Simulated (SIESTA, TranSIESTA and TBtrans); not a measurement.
Junction: Rh chain with one Se atom in place of Rh. Leads: straight Rh chain, spacing 2.3 Å. Geometry: as built, not relaxed.

Computed with TranSIESTA and TBtrans, PBE, DZP numerical orbitals (energy shift 0.15 eV), PseudoDojo norm-conserving scalar-relativistic potentials, mesh cutoff 200 Ry, 300 K, spin-polarised (collinear), no spin-orbit coupling; self-consistent non-equilibrium Green functions.

Energies count from the leads' Fermi level. Transmissions are for each spin. The energy step is 0.01 eV; narrower resonances are cut or missed.

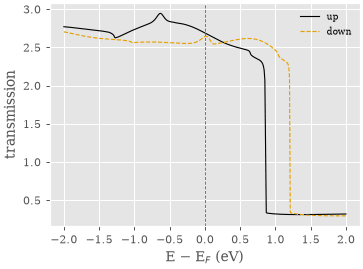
Figure. Transmission against energy

| E (eV) | T up | T down | lead channels up | down |
|---|---|---|---|---|
| -2.00 | 2.77 | 2.70 | 3 | 3 |
| -1.80 | 2.75 | 2.66 | 3 | 3 |
| -1.60 | 2.73 | 2.63 | 3 | 3 |
| -1.40 | 2.70 | 2.61 | band edge | 3 |
| -1.20 | 2.65 | 2.60 | 6 | 3 |
| -1.00 | 2.73 | 2.56 | 6 | 4 |
| -0.80 | 2.81 | 2.57 | 6 | band edge |
| -0.60 | 2.92 | 2.57 | 6 | 6 |
| -0.40 | 2.82 | 2.56 | 4 | 6 |
| -0.20 | 2.77 | 2.55 | 4 | 6 |
| 0.00 | 2.69 | 2.64 | 4 | 6 |
| 0.20 | 2.59 | 2.55 | 4 | 4 |
| 0.40 | 2.52 | 2.59 | 4 | 4 |
| 0.60 | 2.46 | 2.62 | 4 | 4 |
| 0.80 | 2.31 | 2.58 | 3 | 4 |
| 1.00 | 0.32 | 2.46 | 1 | 4 |
| 1.20 | 0.31 | 2.08 | 1 | band edge |
| 1.40 | 0.31 | 0.31 | 1 | 1 |
| 1.60 | 0.31 | 0.30 | 1 | 1 |
| 1.80 | 0.32 | 0.29 | 1 | 1 |
| 2.00 | 0.32 | 0.29 | 1 | 1 |

The magnetic order of the leads was set by the start, and no other order was tried; the separate lead runs end at 0.62 (left) and 0.62 (right) μB an atom. The straight chain is held at its spacing; free chains may zigzag or dimerise.
